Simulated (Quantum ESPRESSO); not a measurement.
## Li2MnN2 with and without spin polarisation

Aim: the moments that Li2MnN2 holds when they start parallel.

Program: Quantum ESPRESSO 7.5. Level of theory: PBEsol with U = 3.2 eV on Mn d (ortho-atomic projectors); plane waves with GBRV 1.5 PBEsol potentials, no spin-orbit coupling. Results are calculated unless marked as measured.

## 1. The structure

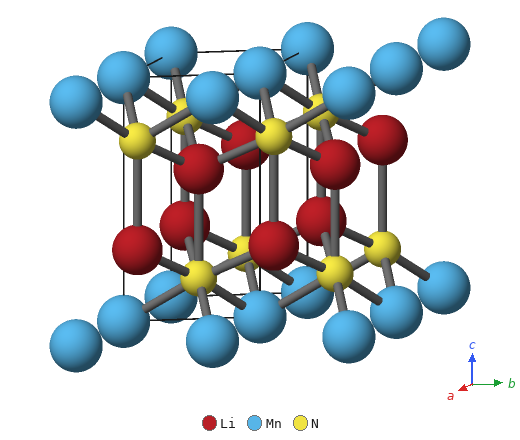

The starting structure, seen slightly off an axis (lithium red, manganese blue, nitrogen yellow). 2×2×1 cells are drawn. Bonds to atoms that aren't drawn are left out. Some periodic images of atoms are drawn too.

As a file:

```
CELL_PARAMETERS angstrom
3.02631 0.00000 0.00000
-1.51316 2.62086 0.00000
0.00000 0.00000 5.42322
ATOMIC_POSITIONS crystal
Li 0.66667 0.33333 0.35374
Li 0.33333 0.66667 0.64626
Mn 0.00000 0.00000 0.00000
N 0.66667 0.33333 0.80068
N 0.33333 0.66667 0.19932
```

The cell comes from Materials Project 2023-11-01, a database of computed structures, and need not be the stable phase.

## 2. Run 1 (ferro +)

The signs are those of the starting moments on the seeded atoms, the atoms that are given a moment.

ASE passes magmoms on as starting_magnetization. pw.x reads values of 1 or more as Bohr magnetons; where all are smaller, it reads them as fractions of the valence charge.

pw.py

```python
from ase import Atoms
from ase.calculators.espresso import Espresso, EspressoProfile

atoms = Atoms(['Li', 'Li', 'Mn', 'N', 'N'],
    cell=[[3.02631087, 0.0, 0.0],
         [-1.51315544, 2.6208621, 0.0],
         [0.0, 0.0, 5.423215]],
    scaled_positions=[[0.66666667, 0.33333333, 0.353737],
         [0.33333333, 0.66666667, 0.646263],
         [0.0, 0.0, 0.0],
         [0.66666667, 0.33333333, 0.800681],
         [0.33333333, 0.66666667, 0.199319]],
    pbc=True,
    magmoms=[0.0, 0.0, 4.5, 0.0, 0.0])
input_data = {
    'control': {'calculation': 'scf', 'prefix': 'pwscf', 'outdir': './tmp', 'disk_io': 'nowf'},
    'system': {'ecutwfc': 40.0, 'ecutrho': 280.0, 'nbnd': 26, 'occupations': 'smearing', 'smearing': 'fd', 'degauss': 0.00367493, 'nspin': 2},
    'electrons': {'conv_thr': 1e-08, 'electron_maxstep': 150, 'mixing_beta': 0.3},
}
atoms.calc = Espresso(
    profile=EspressoProfile(command='mpirun -n 2 pw.x -nk 2', pseudo_dir='pseudo'),
    pseudopotentials={'N': 'n_pbesol_v1.2.uspp.F.UPF', 'Mn': 'mn_pbesol_v1.5.uspp.F.UPF', 'Li': 'li_pbesol_v1.4.uspp.F.UPF'},
    input_data=input_data,
    kpts=(8, 8, 4),
    koffset=(0, 0, 0),
    additional_cards=['HUBBARD {ortho-atomic}', 'U Mn-3d 3.2000'])
energy = atoms.get_potential_energy(force_consistent=True)
print(f'free energy: {energy:.6f} eV')
print('site moments (muB):', atoms.get_magnetic_moments().round(3))
```

On the command line:

```console
$ OMP_NUM_THREADS=1 python3 pw.py > pw.log
```

The log of the run:

```text
AssertionError: ((2, 0), 35)
(pw.x finished, but the reader of ASE stopped at the Hubbard occupations in its output; the numbers below come from pw.x itself.)

--- espresso.pwo ---
Program PWSCF v.7.5 starts

Warning: card &CELL ignored
Warning: card &FCP ignored
Warning: card &RISM ignored

     Message from routine setup:
     using ibrav=0 with symmetry is DISCOURAGED, use correct ibrav instead

     K-points division:     npool     =       2
     Subspace diagonalization in iterative solution of the eigenvalue problem:

     G-vector sticks info
     --------------------
     sticks:   dense  smooth     PW     G-vecs:    dense   smooth      PW
     Sum         637     361    121                22951    10001    1751

     Using Slab Decomposition

     bravais-lattice index     =            0
     lattice parameter (alat)  =       5.7189  a.u.
     unit-cell volume          =     290.2760 (a.u.)^3
     number of atoms/cell      =            5
     number of atomic types    =            3
     number of electrons       =        31.00
     number of Kohn-Sham states=           26
     kinetic-energy cutoff     =      40.0000  Ry
     charge density cutoff     =     280.0000  Ry
     scf convergence threshold =      1.0E-08
     mixing beta               =       0.3000
     number of iterations used =            8  plain     mixing
     Exchange-correlation= SLA  PW   PSX  PSC
                           (   1   4  10   8   0   0   0)
     Hubbard projectors: ortho-atomic
     Hubbard parameters of DFT+U (Dudarev formulation) in eV:
     U(Mn-3d) =  3.2000

     Internal variables: lda_plus_u =T, lda_plus_u_kind = 0

     Internal variables: orbital_resolved =F, hub_pot_fix =F, apply_U = F

     celldm(1)=   5.718899  celldm(2)=   0.000000  celldm(3)=   0.000000
     celldm(4)=   0.000000  celldm(5)=   0.000000  celldm(6)=   0.000000

     crystal axes: (cart. coord. in units of alat)
               a(1) = (   1.000000   0.000000   0.000000 )
               a(2) = (  -0.500000   0.866025   0.000000 )
               a(3) = (   0.000000   0.000000   1.792022 )

     reciprocal axes: (cart. coord. in units 2 pi/alat)
               b(1) = (  1.000000  0.577350 -0.000000 )
               b(2) = (  0.000000  1.154701  0.000000 )
               b(3) = (  0.000000 -0.000000  0.558029 )

     PseudoPot. # 1 for Li read from file:
     li_pbesol_v1.4.uspp.F.UPF
     Pseudo is Ultrasoft, Zval =  3.0
     Generated by new atomic code, or converted to UPF format
     Using radial grid of  751 points,  5 beta functions with:
                l(1) =   0
                l(2) =   0
                l(3) =   0
                l(4) =   1
                l(5) =   1
     Q(r) pseudized with 10 coefficients,  rinner =    1.150   1.150   1.150

     PseudoPot. # 2 for Mn read from file:
     mn_pbesol_v1.5.uspp.F.UPF
     Pseudo is Ultrasoft + core correction, Zval = 15.0
     Generated by new atomic code, or converted to UPF format
     Using radial grid of  859 points,  6 beta functions with:
                l(1) =   0
                l(2) =   0
                l(3) =   1
                l(4) =   1
                l(5) =   2
                l(6) =   2
     Q(r) pseudized with  8 coefficients,  rinner =    0.950   0.950   0.950
                                                       0.950   0.950

     PseudoPot. # 3 for N  read from file:
     n_pbesol_v1.2.uspp.F.UPF
     Pseudo is Ultrasoft + core correction, Zval =  5.0
     Generated by new atomic code, or converted to UPF format
     Using radial grid of  729 points,  4 beta functions with:
                l(1) =   0
                l(2) =   0
                l(3) =   1
                l(4) =   1
     Q(r) pseudized with  8 coefficients,  rinner =    0.900   0.900   0.900

     atomic species   valence    mass     pseudopotential
     Li                3.00     6.94000     Li( 1.00)
     Mn               15.00    54.93804     Mn( 1.00)
     N                 5.00    14.00700     N ( 1.00)

     Starting magnetic structure
     atomic species   magnetization
     Li              0.000
     Mn              0.300
     N               0.000

     12 Sym. Ops., with inversion, found

   Cartesian axes

     site n.     atom                  positions (alat units)
         1        Li     tau(   1) = (   0.5000000   0.2886751   0.6339044  )
         2        Li     tau(   2) = (  -0.0000000   0.5773503   1.1581174  )
         3        Mn     tau(   3) = (   0.0000000   0.0000000   0.0000000  )
         4        N      tau(   4) = (   0.5000000   0.2886751   1.4348378  )
         5        N      tau(   5) = (  -0.0000000   0.5773503   0.3571840  )

     number of k points=    35  Fermi-Dirac smearing, width (Ry)=  0.0037
                       cart. coord. in units 2pi/alat
        k(    1) = (   0.0000000   0.0000000   0.0000000), wk =   0.0039062
        k(    2) = (   0.0000000   0.0000000   0.1395072), wk =   0.0078125
        k(    3) = (   0.0000000   0.0000000  -0.2790145), wk =   0.0039062
        k(    4) = (   0.0000000   0.1443376   0.0000000), wk =   0.0234375
        k(    5) = (   0.0000000   0.1443376   0.1395072), wk =   0.0234375
        [... 30 further k-points ...]

     Dense  grid:    22951 G-vectors     FFT dimensions: (  32,  32,  60)

     Smooth grid:    10001 G-vectors     FFT dimensions: (  24,  24,  45)

     Check: negative core charge=   -0.000034
     Generating pointlists ...
     new r_m :   0.2641 (alat units)  1.5104 (a.u.) for type    1
     new r_m :   0.2800 (alat units)  1.6016 (a.u.) for type    2
     new r_m :   0.2641 (alat units)  1.5104 (a.u.) for type    3

     Initial potential from superposition of free atoms

     starting charge      29.5983, renormalised to      31.0000

     STARTING HUBBARD OCCUPATIONS:

     =================== HUBBARD OCCUPATIONS ===================
     ------------------------ ATOM    3 ------------------------
     Tr[ns(  3)] (up, down, total) =   5.00000  0.00000  5.00000
     Atomic magnetic moment for atom   3 =   5.00000
     [... lines left out ...]
     Number of occupied Hubbard levels =    5.0000

     Atomic wfc used for Hubbard projectors are orthogonalized

     Starting wfcs are   31 randomized atomic wfcs

     Self-consistent Calculation

     iteration #  1     ecut=    40.00 Ry     beta= 0.30
     Davidson diagonalization with overlap
     ethr =  1.00E-02,  avg # of iterations =  4.0

     =================== HUBBARD OCCUPATIONS ===================
     ------------------------ ATOM    3 ------------------------
     Tr[ns(  3)] (up, down, total) =   1.30807  0.23528  1.54335
     Atomic magnetic moment for atom   3 =   1.07280
     [... lines left out ...]
     Number of occupied Hubbard levels =    1.5433

     total energy              =    -275.02750620 Ry
     estimated scf accuracy    <      15.60244780 Ry

     total magnetization       =     1.00 Bohr mag/cell
     absolute magnetization    =     1.38 Bohr mag/cell

     iteration #  2     ecut=    40.00 Ry     beta= 0.30
     Davidson diagonalization with overlap
     ethr =  1.00E-02,  avg # of iterations =  3.0

     total energy              =    -277.14405581 Ry
     estimated scf accuracy    <      27.01798525 Ry

     total magnetization       =     0.42 Bohr mag/cell
     absolute magnetization    =     0.42 Bohr mag/cell

     iteration #  3     ecut=    40.00 Ry     beta= 0.30
     Davidson diagonalization with overlap
     ethr =  1.00E-02,  avg # of iterations =  2.0

     total energy              =    -279.92455142 Ry
     estimated scf accuracy    <       0.92137365 Ry

     total magnetization       =     3.00 Bohr mag/cell
     absolute magnetization    =     3.18 Bohr mag/cell

     [... further iterations left out ...]

     iteration # 12     ecut=    40.00 Ry     beta= 0.30
     Davidson diagonalization with overlap
     ethr =  9.55E-08,  avg # of iterations =  1.0

     negative rho (up, down):  0.000E+00 1.241E-04

     total energy              =    -280.03507461 Ry
     estimated scf accuracy    <       0.00000892 Ry

     total magnetization       =     3.00 Bohr mag/cell
     absolute magnetization    =     3.66 Bohr mag/cell

     iteration # 13     ecut=    40.00 Ry     beta= 0.30
     Davidson diagonalization with overlap
     ethr =  2.88E-08,  avg # of iterations =  1.5

     negative rho (up, down):  0.000E+00 1.232E-04

     total energy              =    -280.03507705 Ry
     estimated scf accuracy    <       0.00000032 Ry

     total magnetization       =     3.00 Bohr mag/cell
     absolute magnetization    =     3.67 Bohr mag/cell

     iteration # 14     ecut=    40.00 Ry     beta= 0.30
     Davidson diagonalization with overlap
     ethr =  1.02E-09,  avg # of iterations =  2.0

     negative rho (up, down):  0.000E+00 1.236E-04

     total energy              =    -280.03507728 Ry
     estimated scf accuracy    <       0.00000006 Ry

     total magnetization       =     3.00 Bohr mag/cell
     absolute magnetization    =     3.67 Bohr mag/cell

     iteration # 15     ecut=    40.00 Ry     beta= 0.30
     Davidson diagonalization with overlap
     ethr =  1.94E-10,  avg # of iterations =  2.0

     negative rho (up, down):  0.000E+00 1.236E-04

     Magnetic moment per site  (integrated on atomic sphere of radius R)
     atom   1 (R=0.264)  charge=  2.2051  magn= -0.0078
     atom   2 (R=0.264)  charge=  2.2051  magn= -0.0078
     atom   3 (R=0.280)  charge= 12.1537  magn=  2.9445
     atom   4 (R=0.264)  charge=  4.1021  magn= -0.1297
     atom   5 (R=0.264)  charge=  4.1021  magn= -0.1297

     End of self-consistent calculation

     =================== HUBBARD OCCUPATIONS ===================
     ------------------------ ATOM    3 ------------------------
     Tr[ns(  3)] (up, down, total) =   4.26070  0.95511  5.21581
     Atomic magnetic moment for atom   3 =   3.30560
     [... lines left out ...]
     Number of occupied Hubbard levels =    5.2158

     [... lines left out ...]
     the Fermi energy is     9.6902 ev

!    total energy              =    -280.03507730 Ry
     estimated scf accuracy    <          7.6E-09 Ry
     smearing contrib. (-TS)   =      -0.00000033 Ry
     internal energy E=F+TS    =    -280.03507697 Ry

     The total energy is F=E-TS. E is the sum of the following terms:
     one-electron contribution =    -181.13893487 Ry
     hartree contribution      =     100.86257103 Ry
     xc contribution           =     -43.73808986 Ry
     ewald contribution        =    -156.16190974 Ry
     Hubbard energy            =       0.14128646 Ry

     total magnetization       =     3.00 Bohr mag/cell
     absolute magnetization    =     3.67 Bohr mag/cell

     convergence has been achieved in  15 iterations

=------------------------------------------------------------------------------=
   JOB DONE.
=------------------------------------------------------------------------------=
```

Elapsed: 30 s, on 2 MPI ranks of Arm Neoverse V1, shared host; peak memory 0.32 GiB.

Spin moment in the atom's sphere by atom:

| atom | spin moment in the atom's sphere (μB) |
| --- | --- |
| Li1 | -0.01 |
| Li2 | -0.01 |
| Mn3 | 2.94 |
| N4 | -0.13 |
| N5 | -0.13 |

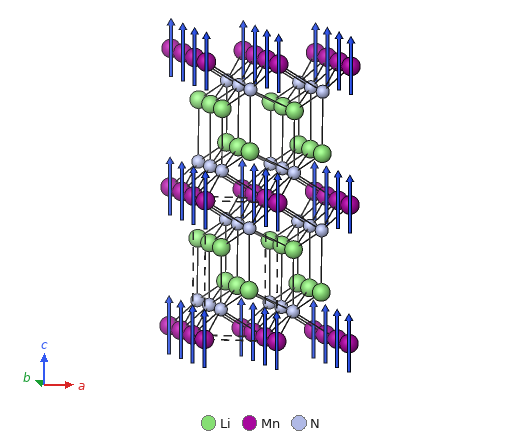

Spin moment in the atom's sphere as arrows, the longest 2.94 μB. Up and down stand for the sign. Arrows give size and sign along the axis of quantisation, drawn up and down the page. Bonds to atoms that aren't drawn are left out. 2×3×2 cells are drawn. Some periodic images of atoms are drawn too.

Read from the output:

- smearing term TS: 4.52e-6 eV
- magnetization: 3 μB
- absolute magnetization: 3.667 μB
- final state: ferromagnetic

(Part 1 of 2 ends here.)

[Logs and program files are shortened in this print: banners, set-up blocks, solver, clock and traceback lines can be left out without a mark of their own.]

[Logs are printed without paths, hosts, clocks, repeated set-up lines and the standing remarks that a program may print on its own settings, such as how far it seeks lower states.]

[Hosts, paths, dates, database ids (printed as entryN), source tags and the programs' standing remarks are cut or masked in the printed files.]

[Where a cell is said to come from a database of computed structures, the database is the Materials Project.]
